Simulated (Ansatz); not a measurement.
**Fields on a plane of NiSi (MnP type, space group Pnma)**

```yaml
crystal:
  lattice:
    - [5.10456, 0.00000, 0.00000]
    - [0.00000, 3.36011, 0.00000]
    - [0.00000, 0.00000, 5.50394]
  atoms:
    - { symbol: Ni, position: [0.50943, 0.25000, 0.68690] }
    - { symbol: Ni, position: [0.00943, 0.25000, 0.81310] }
    - { symbol: Ni, position: [0.49057, 0.75000, 0.31310] }
    - { symbol: Ni, position: [0.99057, 0.75000, 0.18690] }
    - { symbol: Si, position: [0.67875, 0.25000, 0.08721] }
    - { symbol: Si, position: [0.17875, 0.25000, 0.41279] }
    - { symbol: Si, position: [0.32125, 0.75000, 0.91279] }
    - { symbol: Si, position: [0.82125, 0.75000, 0.58721] }
```

The slice is a (001) plane (indices of the conventional cell) through the point (0.509, 0.250, 0.687) (fractional), spanned by u = [010] and v = [100] in vectors of this cell: u (3.36 Å) and v (5.10 Å, at 90° to u). It covers one period; positions are fractions (u, v).

Atoms on it: Ni at (0.00, 0.00). Other atoms lie within 1 Å of the plane.

The numbers are results of PBEsol (plane waves to 420 eV, PAW, scalar-relativistic; Ansatz, a program for electronic structure), not measurements. k mesh 9×14×9. Near the nuclei the fields are pseudised (PAW); where an atom keeps semicore shells as valence, they peak there. NiSi is run without spin polarisation. NiSi was relaxed with its symmetry unable to fall.

```
|xx:  ::::  :x|
|-:  .----.  :|
|    :----:   |
|  .:--::--:. |
|:::-::..::-::|
|:::::.  .::::|
|  ...    ... |
|   ...  ...  |
|.  .:----:.  |
|.. .+****+. .|
|.  -#%%%%#-  |
|  .*@@**@@*. |
|  -%@#==#@%- |
|.:+%@*::*@%+:|
|.:+%@*--*@%+:|
|  :*%#++#%*: |
|   :+#**#+:  |
|-:. :====: .:|
|xx:  ::::  :x|
|xx-  .::.  -x|
```
Scale: ten equal steps from 0.18 (start of ' ') to 0.76 (end of '@'), in the order ' .:-=+*#%@'. Values: electron localisation function (ELF). The map has 13 points along u (one character each, u = 0 at the left) and 20 along v (v = 0 in the bottom row). Points within 0.5 Å of a nucleus are blanked (x), as the pseudised field means little there.

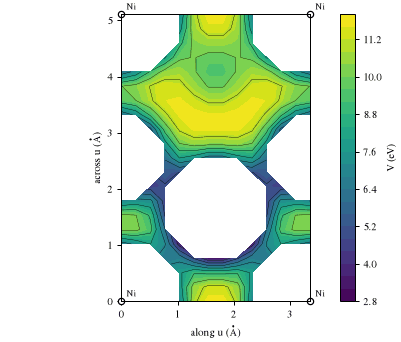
Figure: Electrostatic potential energy of an electron, from the cell's mean, in eV, one period of the plane, atoms marked. Points within 1 Å of a nucleus are left white, as the pseudised field means little there. The zero, the cell's mean, hangs on the PAW cores.
